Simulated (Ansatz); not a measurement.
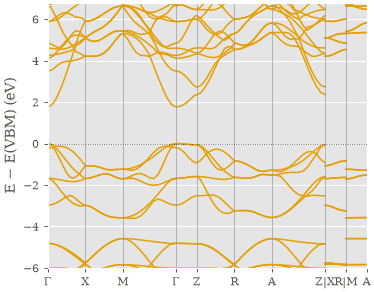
*Band structure from plane-wave PAW r²SCAN (Ansatz code)*

**Question.** Read off the gap and where the band edges lie.

**Answer.** About 1.8 eV (1.77 eV by a search for the band edges); maximum at Γ, minimum at Γ.

The material is YSF in space group P4/nmm (No. 129; Y on 2c, S on 2c, F on 2a).

The workflow started from a Materials Project entry (that database holds measured and hypothetical structures alike); the Crystallography Open Database copy checked does not list it. COD files the formula under space group No. 194, so this cell is another polymorph or a model. Whether it is the stable phase at ambient conditions was not checked. The r²SCAN relaxation kept the symmetry of its start; its stability against distortions is not shown here. The run is not spin-polarised. Spin–orbit coupling is left out wherever it is not named.

Potentials: the earlier of the program's two PAW sets.
